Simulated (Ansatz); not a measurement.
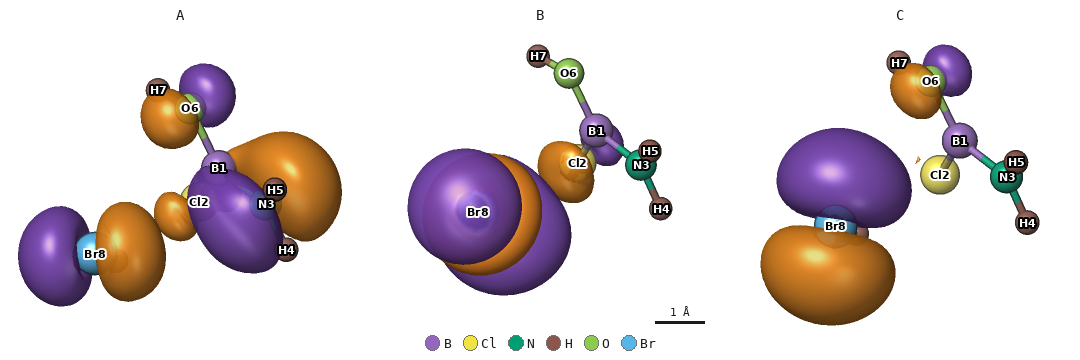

*BClH3NO···HBr. Three frontier orbitals at ±0.1 Å⁻³ᐟ² (orange and purple are the two phases), in no order.*

Not at a stationary point (largest force 1.2 eV/Å).

All numbers below come from Ansatz 0.2.0, RKS LDA/def2-SVP.

Input file:

```
crystal:
  periodic: [false, false, false]
  atoms:
    - { symbol: B, position_ang: [0.0, 0.0, 0.0] }
    - { symbol: Cl, position_ang: [0.0, 0.0, 2.21] }
    - { symbol: "N", position_ang: [1.3423, 0.0, -0.775] }
    - { symbol: H, position_ang: [1.8089, -0.9179, -1.0268] }
    - { symbol: H, position_ang: [1.7937, 0.9179, -1.0532] }
    - { symbol: O, position_ang: [-1.2211, 0.0, -0.705] }
    - { symbol: H, position_ang: [-1.7308, -0.8467, -0.4965] }
    - { symbol: Br, position_ang: [0.1049, 2.2181, 0.7379] }
    - { symbol: H, position_ang: [0.0612, 1.2949, 1.8904] }
basis:
  gaussian: { orbitals: def2-SVP }
hamiltonian:
  xc: lda
relax:
  f_tol: 0.15
  max_steps: 25
  restrain:
    - { distance: [0, 7], at: 3.24, k: 30.0 }
    - { distance: [8, 1], at: 2.57, k: 30.0 }
    - { distance: [0, 1], at: 1.86, k: 30.0 }
    - { distance: [8, 7], at: 1.55, k: 30.0 }
output:
  orbitals: {}
```

Run with:

```sh
ansatz run input.yaml --threads 4 --pin off --max-ram 5120MiB --backend cpu --events-out ev --progress --plain --runs-dir out
```

The fields are those of the run's last geometry, not of the input's.

Order the three orbitals by energy and name them.

C is the HOMO−1 (−6.93 eV). Its weight (Hirshfeld) is mainly on Br8 (about 90 %); largely a lone pair of Br8. A is the HOMO (−6.40 eV). It lies mainly on N3 (about 50 %), Br8 (about 20 %), O6 (about 10 %) and B1 (about 10 %); largely a combination of lone pairs on N3, Br8 and O6. B is the LUMO (−1.09 eV). Its weight (Hirshfeld) is mainly on Br8 (about 50 %), H9 (about 40 %) and Cl2 (about 10 %).

What is the HOMO–LUMO gap?

5.31 eV between the orbital energies.
